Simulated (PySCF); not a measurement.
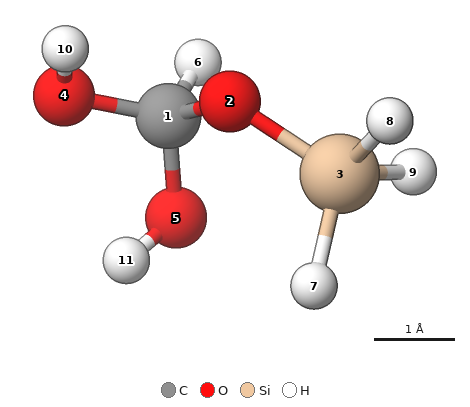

*The structure (ball-and-stick view, seen at a tilt; atoms are numbered from 1 in the order of the input).*

**Core-level calculation, with input and output: CH₆O₃Si**

System: CH₆O₃Si, SMILES OC(O)O[SiH3].
Method: delta-SCF UKS SCAN, pcX-2 on the ionised atom, pcseg-1 elsewhere, spin-free X2C (PySCF 2.14.0).

Figures and captions count atoms from 1; the log counts them from 0 in places.

**Output**
```
ground state, core basis on atom 0 (C), 135 functions
  cycle   1  E = -557.32010438  |g| = 9.57e-01
  cycle   2  E = -557.03533221  |g| = 1.56e+00
  cycle   3  E = -557.47936674  |g| = 1.11e-01
  cycle   4  E = -557.48062049  |g| = 8.29e-02
  cycle   5  E = -557.48186238  |g| = 1.18e-02
  cycle   6  E = -557.48188914  |g| = 2.38e-03
  cycle   7  E = -557.48188858  |g| = 1.28e-03
  cycle   8  E = -557.48188958  |g| = 2.09e-04
  E(ground) = -557.52442163 Eh
hole in C 1s of atom 0
  cycle   1  E = -546.07948837  |g| = 1.50e+00
  cycle   2  E = -543.78820014  |g| = 2.71e+00
[... 9 cycles left out ...]
  E(ion) = -546.66105491 Eh   <S^2> = 0.7747   hole on atom = 1.000   binding energy = 295.607 eV
ground state, core basis on atom 1 (O), 135 functions
[... 6 cycles left out ...]
  E(ground) = -557.54728950 Eh
hole in O 1s of atom 1
[... 9 cycles left out ...]
  E(ion) = -537.75967948 Eh   <S^2> = 0.7624   hole on atom = 1.000   binding energy = 538.448 eV
ground state, core basis on atom 2 (Si), 146 functions
[... 7 cycles left out ...]
  E(ground) = -557.57556062 Eh
hole in Si 2p of atom 2
[... 10 cycles left out ...]
  E(ion) = -553.60964940 Eh   <S^2> = 0.7515   hole on atom = 1.003   binding energy = 107.918 eV
  2p3/2 = 107.670 eV   2p1/2 = 108.295 eV
ground state, core basis on atom 3 (O), 135 functions
[... 6 cycles left out ...]
  E(ground) = -557.54503022 Eh
hole in O 1s of atom 3
[... 11 cycles left out ...]
  E(ion) = -537.72014305 Eh   <S^2> = 0.7620   hole on atom = 1.000   binding energy = 539.463 eV
ground state, core basis on atom 4 (O), 135 functions
[... 6 cycles left out ...]
  E(ground) = -557.54390002 Eh
hole in O 1s of atom 4
  cycle   1  E = -536.87409174  |g| = 2.22e+00
  cycle   2  E = -536.20113702  |g| = 2.31e+00
  cycle   3  E = -537.55473210  |g| = 5.89e-01
  cycle   4  E = -537.61089125  |g| = 4.16e-01
  cycle   5  E = -537.67364973  |g| = 6.37e-02
  cycle   6  E = -537.67453237  |g| = 3.84e-02
  cycle   7  E = -537.67506840  |g| = 6.79e-03
  cycle   8  E = -537.67508816  |g| = 1.78e-03
  cycle   9  E = -537.67508813  |g| = 8.68e-04
  cycle  10  E = -537.67508875  |g| = 2.94e-04
  E(ion) = -537.71790819 Eh   <S^2> = 0.7621   hole on atom = 1.000   binding energy = 539.493 eV
```

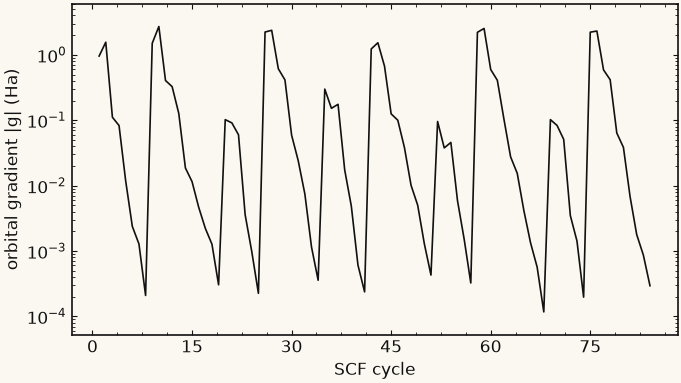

*Convergence of the self-consistent field: orbital gradient |g| against the SCF cycle.*

All cycles printed in the log are drawn one after another.

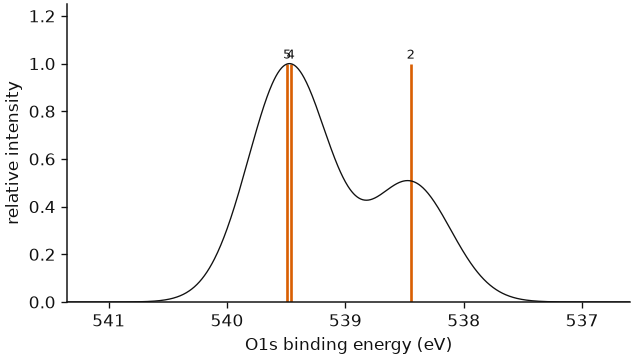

*O1s binding energies by ΔSCF of the atoms computed, labelled by atom number, with a Gaussian envelope of 0.8 eV full width.*

They run from 538.45 eV (atom 2) to 539.49 eV (atom 5).

This output came from the following input.

**Input**
```
{"job": {"kind": "xps", "holes": 5}, "charge": 0, "multiplicity": 1}
C     -0.250318    -0.773752     0.714288
O     -0.227594     0.596175     0.440020
Si    -0.161835     1.193949    -1.131694
O      0.410912    -0.981549     1.906413
O      0.355855    -1.516349    -0.273354
H     -1.304245    -1.111772     0.757236
H      1.171957     0.972664    -1.763200
H     -0.392829     2.656416    -0.980823
H     -1.228617     0.590670    -1.981533
H      0.359671    -0.153847     2.398559
H      1.305111    -1.499995    -0.085466
```

The first line tells a small driver script what to run in PySCF; the rest is the geometry in Å.

Run as:
```bash
OMP_NUM_THREADS=1 python <driver script> task.json out
```

**Key numbers**

```csv
quantity,value
outcome,converged
hardware,"1 CPU thread, shared host"
wall time,34 s
peak memory,0.46 GiB
```
